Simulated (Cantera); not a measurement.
Feed: 1 mol Si3N4, 560 mol H2, equilibrated at 8.70 Pa.

Cantera equilibrium calculation (NASA polynomials, part measured and part estimated; ideal gas, pure solids and liquids). Candidate condensed phases: Si, Si3N4; 18 gas species. Mutual solubility and eutectic melting of coexisting phases are not modelled. Rates play no part.

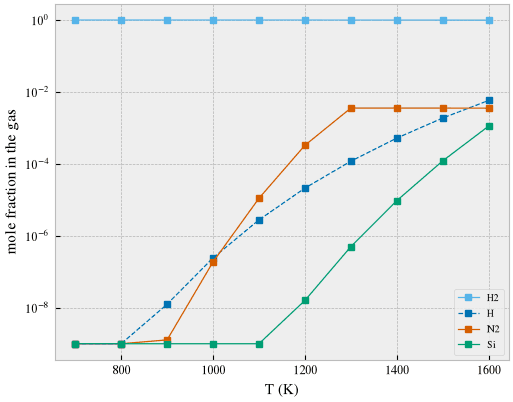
*Equilibrium gas composition (values under 1e-9 drawn at 1e-9)*

From 700 K to 1000 K the condensed part is Si3N4(s). From 1100 K to 1200 K the condensed part is Si(s) + Si3N4(s). From 1300 K to 1600 K the condensed part is Si(s).
